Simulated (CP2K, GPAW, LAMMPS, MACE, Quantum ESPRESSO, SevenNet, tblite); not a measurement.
# CP2K runs on amorphous Ge (66 atoms), part 3 of 3

How do the settings of CP2K change the result for amorphous Ge (66 atoms)? A plane-wave run serves as the yardstick.

Program: CP2K 2026.2; the method stands at each step. Banners, paths, timers and routine set-up lines are dropped from the logs unmarked, and long logs keep their key lines alone; longer cuts are marked.

So far. Step 5 (TPSS, PBE potentials, DZVP-UZH, 350/50 Ry …): Against the first run (13 %), the force difference from the reference is 18 %, at 2.8 times the CPU time (on 4 against 2 cores); the model has changed, so this is no error of the program alone.

**7. PBE, DZVP-UZH, 350/20 Ry, diagonalisation**

Method: Kohn-Sham DFT, PBE, GTH-PBE pseudopotentials, Gaussian and plane waves, DZVP-MOLOPT (UZH set), diagonalisation.

Input file input.inp:

```
&GLOBAL
  PROJECT cell
  RUN_TYPE ENERGY_FORCE
  PRINT_LEVEL LOW
&END GLOBAL
&FORCE_EVAL
  METHOD QS
  STRESS_TENSOR ANALYTICAL
  &DFT
    BASIS_SET_FILE_NAME BASIS_MOLOPT_UZH
    POTENTIAL_FILE_NAME POTENTIAL_UZH
    &MGRID
      CUTOFF 350
      REL_CUTOFF 20
    &END MGRID
    &QS
      EPS_DEFAULT 1.0E-12
    &END QS
    &SCF
      SCF_GUESS ATOMIC
      EPS_SCF 5.0E-06
      MAX_SCF 200
      ADDED_MOS 29
      &DIAGONALIZATION
        ALGORITHM STANDARD
      &END DIAGONALIZATION
      &SMEAR ON
        METHOD FERMI_DIRAC
        ELECTRONIC_TEMPERATURE [K] 580
      &END SMEAR
      &MIXING
        METHOD BROYDEN_MIXING
        ALPHA 0.15
        NBROYDEN 12
      &END MIXING
      &PRINT
        &RESTART OFF
        &END RESTART
      &END PRINT
    &END SCF
    &XC
      &XC_FUNCTIONAL PBE
      &END XC_FUNCTIONAL
    &END XC
    &PRINT
      &MULLIKEN ON
      &END MULLIKEN
      &HIRSHFELD ON
        SHAPE_FUNCTION DENSITY
      &END HIRSHFELD
      &MO ON
        EIGENVALUES T
        OCCUPATION_NUMBERS T
        MO_INDEX_RANGE 121 144
        &EACH
          QS_SCF 0
        &END EACH
        ADD_LAST NUMERIC
      &END MO
    &END PRINT
  &END DFT
  &SUBSYS
    &CELL
      A 11.53150 0.00000 0.00000
      B 0.00000 11.53150 0.00000
      C 0.00000 0.00000 11.53150
    &END CELL
    &COORD
      SCALED
[... 66 atom lines left out: the same atoms as in the first run ...]
    &END COORD
    &KIND Ge
      BASIS_SET DZVP-MOLOPT-PBE-GTH-q4
      POTENTIAL GTH-PBE-q4
    &END KIND
  &END SUBSYS
  &PRINT
    &FORCES ON
    &END FORCES
    &STRESS_TENSOR ON
    &END STRESS_TENSOR
  &END PRINT
&END FORCE_EVAL
```

Run with:

```console
$ OMP_NUM_THREADS=2 cp2k.psmp -i input.inp > output.txt
```

Numbers of over 12 decimals in the logs are rounded to 6 here.

Output:

```text
CP2K| version string:                                       CP2K version 2026.2
 CP2K| Input file name                                                 input.inp
 GLOBAL| Basis set file name                                    BASIS_MOLOPT_UZH
 GLOBAL| Potential file name                                       POTENTIAL_UZH
 GLOBAL| Run type                                                   ENERGY_FORCE
 GLOBAL| Total number of message passing processes                             1
 GLOBAL| Number of threads for this process                                    2
 TOTAL NUMBERS AND MAXIMUM NUMBERS
  Total number of            - Atomic kinds:                                   1
                             - Atoms:                                         66
[... lines left out ...]
                        Smear method:                                FERMI_DIRAC
[... lines left out ...]
 Number of electrons:                                                        264
[... lines left out ...]
  Step     Update method      Time    Convergence         Total energy    Change
[... lines left out ...]
  *** SCF run converged in    16 steps ***
[... lines left out ...]
  Fermi energy:                                                 0.151616
  Total energy:                                              -258.767212
  Total energy (extrapolated to T->0):                       -258.764929
[... lines left out ...]
 MO| E(Fermi):            0.151616 a.u.          4.125674 eV
[... lines left out ...]
 !-----------------------------------------------------------------------------!
 !-----------------------------------------------------------------------------!
                           Hirshfeld Charges
  #Atom  Element  Kind  Ref Charge     Population                    Net charge
      1       Ge     1       4.000          3.995                         0.005
      2       Ge     1       4.000          4.009                        -0.009
      3       Ge     1       4.000          4.005                        -0.005
[...]
65       Ge     1       4.000          3.971                         0.029
     66       Ge     1       4.000          3.987                         0.013
  Total Charge                                                           -0.000
 !-----------------------------------------------------------------------------!
 ENERGY| Total FORCE_EVAL ( QS ) energy [hartree]           -258.767166
 FORCES| Atomic forces [hartree/bohr]
 FORCES|   Atom     x               y               z               |f|
 FORCES|      1 -5.86098039E-04 -1.60339844E-03  5.74603722E-03   5.99427570E-03
 FORCES|      2 -4.88308384E-03  5.42404160E-04  2.49075235E-03   5.50840787E-03
 FORCES|      3  3.16821563E-03 -5.59980126E-03  9.86145504E-04   6.50905887E-03
[...]
FORCES|     65  5.98426885E-03  7.27810599E-03  4.88230089E-03   1.06122176E-02
 FORCES|     66 -5.56880555E-04 -6.00798511E-03  1.71053961E-03   6.27151870E-03
 FORCES| Sum     2.62313707E-04 -1.66292136E-03  2.21826206E-03
 FORCES| Total atomic force                                       2.78474460E-03
 STRESS| Analytical stress tensor [bar]
 STRESS|                        x                   y                   z
 STRESS|      x        3.61048146336E+04   1.16984987808E+04  -1.75039724819E+03
 STRESS|      y        1.16984987808E+04   3.28573908436E+04  -6.50541417401E+02
 STRESS|      z       -1.75039724819E+03  -6.50541417401E+02   4.63766039830E+04
 STRESS| 1/3 Trace                                             3.84462698201E+04
```

The job ended after 58 s (2 threads of Arm Neoverse V1, shared host; peak memory 2.2 GiB).

Against the reference:

```yaml
r_m_s_force_component: 0.2303 eV/Å
r_m_s_difference_of_force_components: 31.6 meV/Å
longest_difference_of_force_vectors: 105.4 meV/Å
force_difference_over_r_m_s_force: 14.08 %
slope_of_forces_against_the_reference_s: 1.017
correlation_of_force_components: 0.9907
pressure: 3.845 GPa
pressure_difference: 0.9063 GPa
energy_less_the_same_level_run_s: -2.062 meV/atom
r_m_s_force_difference_from_the_same_level_run: 14.03 meV/Å
```

This is a coarse setting, run to see what it loses.

Against the first run (13 %), the force difference from the reference is 14 %, at 0.67 times the CPU time: the grid matters here.

**8. PBE, DZVP-UZH, 122/50 Ry, diagonalisation**

Method: Kohn-Sham DFT, PBE, GTH-PBE pseudopotentials, Gaussian and plane waves, DZVP-MOLOPT (UZH set), diagonalisation.

Edit input.inp of step 7 so:

```diff
@@ -12,4 +12,4 @@
     &MGRID
-      CUTOFF 350
-      REL_CUTOFF 20
+      CUTOFF 122
+      REL_CUTOFF 50
     &END MGRID
@@ -68,3 +68,2 @@
     &COORD
-      SCALED
 [... 66 atom lines left out: the same atoms as in the first run ...]
```

Output:

```text
CP2K| version string:                                       CP2K version 2026.2
 CP2K| Input file name                                                 input.inp
 GLOBAL| Basis set file name                                    BASIS_MOLOPT_UZH
 GLOBAL| Potential file name                                       POTENTIAL_UZH
[... lines left out ...]
 Number of electrons:                                                        264
[... lines left out ...]
  Step     Update method      Time    Convergence         Total energy    Change
[... lines left out ...]
  *** SCF run converged in    16 steps ***
[... lines left out ...]
  Fermi energy:                                                 0.151631
  Total energy:                                              -258.762190
  Total energy (extrapolated to T->0):                       -258.759908
[... lines left out ...]
 MO| E(Fermi):            0.151631 a.u.          4.126089 eV
[... lines left out ...]
 ENERGY| Total FORCE_EVAL ( QS ) energy [hartree]           -258.762144
[... lines left out ...]
 FORCES|      1 -3.92070689E-04 -1.28864953E-03  5.59646968E-03   5.75628438E-03
 FORCES|      2 -5.21280136E-03  7.55035551E-04  2.09847992E-03   5.66983198E-03
 FORCES|      3  2.90439847E-03 -5.54404624E-03  7.71143247E-04   6.30607970E-03
[...]
FORCES|     65  5.88314850E-03  7.24907158E-03  5.07116813E-03   1.06243692E-02
 FORCES|     66 -4.66847755E-04 -6.25732804E-03  2.09278805E-03   6.61451909E-03
 FORCES| Sum    -8.04591134E-05  7.61952212E-05  3.61970797E-05
 FORCES| Total atomic force                                       1.16574479E-04
 STRESS| Analytical stress tensor [bar]
 STRESS|                        x                   y                   z
 STRESS|      x        3.54680276897E+04   1.16981625454E+04  -1.73908303404E+03
 STRESS|      y        1.16981625454E+04   3.17788630168E+04  -6.63232279750E+02
 STRESS|      z       -1.73908303404E+03  -6.63232279750E+02   4.56850359207E+04
 STRESS| 1/3 Trace                                             3.76439755424E+04
```

Run time: 52 s. Hardware: 2 threads; peak memory 0.78 GiB.

Numbers from this run, and their distance from the reference:

```
r.m.s. force component                          : 0.2304 eV/Å
r.m.s. difference of force components           : 29.52 meV/Å
longest difference of force vectors             : 102.4 meV/Å
force difference over r.m.s. force              : 13.16 %
slope of forces against the reference's         : 1.019
correlation of force components                 : 0.9919
pressure                                        : 3.764 GPa
pressure difference                             : 0.8261 GPa
energy less the same-level run's                : 0.0085 meV/atom
r.m.s. force difference from the same-level run : 0.757 meV/Å
```

This is a coarse setting, run to see what it loses.

Against the first run (13 %), the force difference from the reference is 13 %, at 0.65 times the CPU time: the change moves forces by 0.76 meV/Å r.m.s., so most of the difference comes from elsewhere.

**9. The ladder**

Differences are against the plane-wave reference, forces as r.m.s. over components; share is that over the reference's r.m.s. force, slope the least-squares factor from reference forces to these. Total energies of different programs have different zeros and aren't compared.

| run | Δ force, r.m.s. (meV/Å) | share (%) | slope | Δ pressure (GPa) | cores | CPU time | memory (GiB) |
| --- | --- | --- | --- | --- | --- | --- | --- |
| reference | - | - | - | - | 1 | 15 min | 4.3 |
| CP2K PBE, DZVP-UZH, 350/50 Ry, diagonalisation | 29.6 | 13.2 | 1.019 | 0.826 | 2 | 2.5 min | 2.2 |
| CP2K PBE, TZV2P-UZH, 350/50 Ry, diagonalisation | 14.5 | 6.46 | 1.022 | 0.672 | 4 | 7.8 min | 5.0 |
| CP2K PBE, DZVP-UZH, 489/50 Ry, diagonalisation | 29.6 | 13.2 | 1.019 | 0.826 | 4 | 3.6 min | 4.9 |
| CP2K TPSS, PBE potentials, DZVP-UZH, 350/50 Ry, diagonalisation | 39.6 | 17.7 | 1.052 | 1.02 | 4 | 7.2 min | 3.6 |
| CP2K PBE, DZVP-MOLOPT (SR for Ge), 350/50 Ry, diagonalisation | 25.1 | 11.2 | 1.019 | 1.08 | 2 | 1.8 min | 2.2 |
| CP2K PBE, DZVP-UZH, 350/20 Ry, diagonalisation (coarse) | 31.6 | 14.1 | 1.017 | 0.906 | 2 | 1.7 min | 2.2 |
| CP2K PBE, DZVP-UZH, 122/50 Ry, diagonalisation (coarse) | 29.5 | 13.2 | 1.019 | 0.826 | 2 | 99 s | 0.78 |

Rows marked coarse were listed beforehand as settings not expected to be converged; some can still land near the reference.

CPU time is summed over cores on a shared host, where runs went side by side, so it is rough. Symmetry, cutoffs, thresholds, outputs and thread counts weren't matched or tuned between programs; memory under MPI is the largest rank's times the ranks.

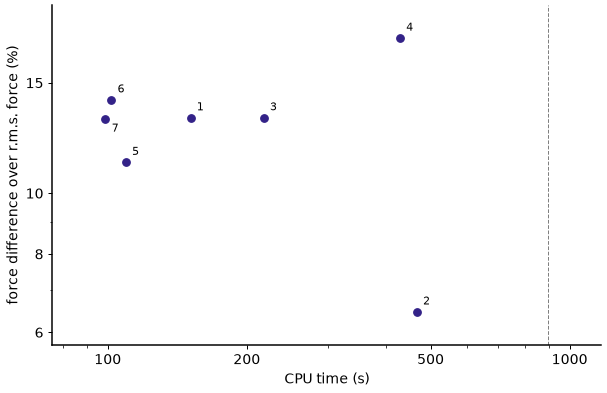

Force difference against CPU time; the dashed line marks the reference's time. Points: 1 CP2K PBE, DZVP-UZH, 350/50 Ry, diagonalisation; 2 CP2K PBE, TZV2P-UZH, 350/50 Ry, diagonalisation; 3 CP2K PBE, DZVP-UZH, 489/50 Ry, diagonalisation; 4 CP2K TPSS, PBE potentials, DZVP-UZH, 350/50 Ry, diagonalisation; 5 CP2K PBE, DZVP-MOLOPT (SR for Ge), 350/50 Ry, diagonalisation; 6 CP2K PBE, DZVP-UZH, 350/20 Ry, diagonalisation; 7 CP2K PBE, DZVP-UZH, 122/50 Ry, diagonalisation.

Within one program, basis, potentials and functional, energies share a zero. Each run against its twin at the usual cutoff or grid and solver:

| run | twin | Δ energy (meV/atom) | Δ force, r.m.s. (meV/Å) | CPU time over the twin's |
| --- | --- | --- | --- | --- |
| CP2K PBE, DZVP-UZH, 489/50 Ry, diagonalisation | DZVP-UZH, 350/50 Ry, diagonalisation | 1.0e-4 | 0.002 | 1.4 (this twin ran on 2 cores) |
| CP2K PBE, DZVP-UZH, 350/20 Ry, diagonalisation | DZVP-UZH, 350/50 Ry, diagonalisation | -2.06 | 14.0 | 0.67 |
| CP2K PBE, DZVP-UZH, 122/50 Ry, diagonalisation | DZVP-UZH, 350/50 Ry, diagonalisation | 0.0085 | 0.757 | 0.65 |

**10. Results**

```
nearest in forces : CP2K PBE, TZV2P-UZH, 350/50 Ry, diagonalisation, 6.5 %
its CPU time      : 7.8 min
```

The PBE runs in local orbitals, coarse settings apart, differ by 6.5 % (CP2K PBE, TZV2P-UZH, 350/50 Ry, diagonalisation) to 13 % (CP2K PBE, DZVP-UZH, 489/50 Ry, diagonalisation); basis, grid and potentials can all enter. Rows with another functional or a dispersion term differ by 18 % (CP2K TPSS, PBE potentials, DZVP-UZH, 350/50 Ry, diagonalisation), which mixes the change of model with differences of basis and potentials, some of them made for another functional. Runs with settings chosen to be coarse differ by 13 % (CP2K PBE, DZVP-UZH, 122/50 Ry, diagonalisation) to 14 % (CP2K PBE, DZVP-UZH, 350/20 Ry, diagonalisation), their programs' other errors included. Of the electronic-structure runs that take under half the reference's CPU time, CP2K PBE, DZVP-MOLOPT (SR for Ge), 350/50 Ry, diagonalisation comes nearest, at 11 % in 1.8 min against 15 min. The potentials hold different valence shells: 924 electrons in the reference, 264 in CP2K with DZVP-MOLOPT; this bears on time and differences. The reference's pressure holds the uncorrected Pulay stress of its 45 Ry basis, so small pressure differences, and their order, may be the reference's own error. The quench rate of 5 K/ps is many orders above laboratory rates, so the cell is likely richer in defects and strain than a real sample. The network of bonds at the start is that of the classical potential that made the cell, and needn't be the one that DFT or experiment would give. The reference's pressure of 2.9 GPa belongs to a cell and atoms that aren't relaxed at this level. The electronic-structure runs sample only Γ, in a cell whose shortest periodic width is 12 Å, which is coarse for a cell with partly filled levels.

[Also dropped from logs without a mark: logging warnings of Python, and SIESTA's first energy breakdown and zero terms.]

[Logs are printed without paths, hosts, clocks, repeated set-up lines and the standing remarks that a program may print on its own settings, such as how far it seeks lower states.]

[Hosts, paths, dates, database ids (printed as entryN), source tags and the programs' standing remarks are cut or masked in the printed files.]
